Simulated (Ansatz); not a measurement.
Fluorite SrCl2 was calculated with LDA (plane waves, PAW; Ansatz, a first-principles code).

Run with plane-wave cutoff 520 eV, 8×8×8 k mesh, Fermi–Dirac smearing 0.01 eV, scalar-relativistic PAW data made under PBE.

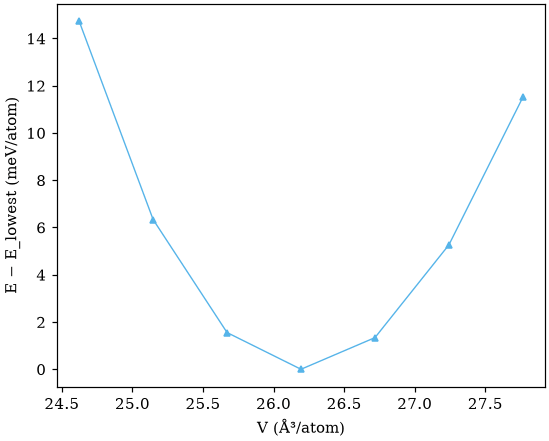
Figure. Total energy against volume

Task: From the curve, estimate the equilibrium volume and the bulk modulus.

Result: V0 ≈ 26.2 Å³/atom and B0 ≈ 44 GPa; the fit gives V0 = 26.204 Å³/atom, B0 = 44.1 GPa, B′ = 4.5.

Measured, for comparison: bulk modulus 34.3 GPa (temperature not stated, no zero-point or thermal correction, from elastic constants; as tabulated in Kanchana et al., Calculated structural, elastic and electronic properties of …); equilibrium volume per atom 28.27 Å³/atom (room temperature, no zero-point or thermal correction; as tabulated in Kanchana et al., Calculated structural, elastic and electronic properties of …). Computed (rounded) less measured: bulk modulus +29 % (against room or unstated temperature, where such soft solids are markedly softer), equilibrium volume per atom -7.3 %.

The computed numbers hold no vibrational or temperature effects.
